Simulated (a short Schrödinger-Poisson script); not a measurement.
Stack: gated Al0.33Ga0.67N/GaN polarisation-induced gas, at 20 K.

```csv
layer,material,thickness (nm),Na (cm⁻³)
1,Al0.33Ga0.67N,20,-
2,GaN,6000,3e15
```

Constants are typed, rounded textbook-type inputs, not results; the design itself was drawn at random and stands for no fabricated device. Al0.33Ga0.67N: permittivity 9.3, conduction-band edge (eV) 0.462, gap (eV) 4.09, electron mass (mₑ) 0.24, Nv at 300 K (cm⁻³) 4.6e19. GaN: permittivity 9.5, conduction-band edge (eV) 0, gap (eV) 3.43, Nv at 300 K (cm⁻³) 4.6e19.

Channel valleys (confinement mass, in-plane density-of-states mass, number): Γ 0.2, 0.2, 1. At the gate the conduction-band edge of layer 1 lies 1.27 eV − eVg above the Fermi level of the channel; the field vanishes at the back. Sheet of polarisation charge: +1.6e13 e/cm² at 20 nm from the gate. The barrier under the gate holds no holes. Gaps are held at their typed values at every temperature. Mesh 0.08 nm at interfaces.

From a short Schrödinger-Poisson script (our own, NumPy): 1D Poisson equation in equilibrium, electrons quantum, Hartree (BenDaniel-Duke, 40 states a valley, the channel's in-plane mass for all, wave functions free to enter the barrier), parabolic valleys, classical holes, full ionisation, no traps, pinning or gate leakage.

Only gate voltages with over 1e8 electrons/cm² are shown.

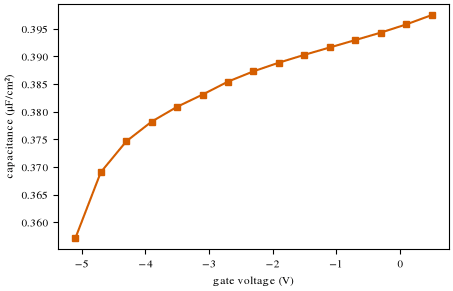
*Quasi-static capacitance against gate voltage*

```tsv
Vg (V)	electrons (cm⁻²)	in the channel layer	C (μF/cm²)	Γ E0 (meV)	Γ E1 (meV)
0.5	1.38e13	1.24e13	0.397	-149.3	-15.7
-0.3	1.18e13	1.09e13	0.394	-130.2	-11.1
-1.1	9.85e12	9.23e12	0.392	-110.8	-7.1
-1.9	7.90e12	7.52e12	0.389	-91.0	-3.3
-2.7	5.97e12	5.75e12	0.385	-70.7	1.2
-3.5	4.05e12	3.95e12	0.381	-48.5	12.8
-4.3	2.17e12	2.14e12	0.375	-25.9	25.3
-5.1	3.28e11	3.27e11	0.357	-3.7	33.8
```

Subbands count from the Fermi level.
